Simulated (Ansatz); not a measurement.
Base system: MgO in the rock salt structure (space group Fm-3m, No. 225; a = 4.215 Å). Axes: x, y, z lie along the cube axes.

Structures relaxed with PBEsol (Ansatz, an electronic-structure program; PAW; 420 eV plane waves; scalar-relativistic without spin-orbit coupling), earlier PAW set.

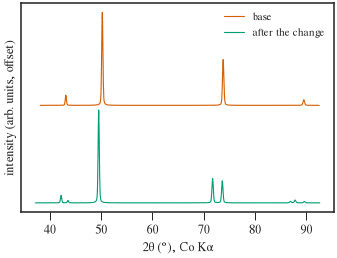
*Simulated powder patterns before (top) and after one change*

Question: Which change produced these results?
A. biaxial strain +2.47 %, plane normal [111], relaxed out of plane
B. tensor shear ε_yz = −0.30 %
C. strain tensor (xx, yy, zz, yz, xz, xy) = (−0.85, −0.13, −0.31, −1.43, −0.31, +1.45) %
D. uniaxial strain ε_yy = +0.35 %

Answer: A, biaxial strain +2.47 %, plane normal [111], relaxed out of plane. Its volume per atom is 9.74 Å³ against 9.36 Å³, and its space group is R-3m (No. 166).

No phonon test of stability was made.
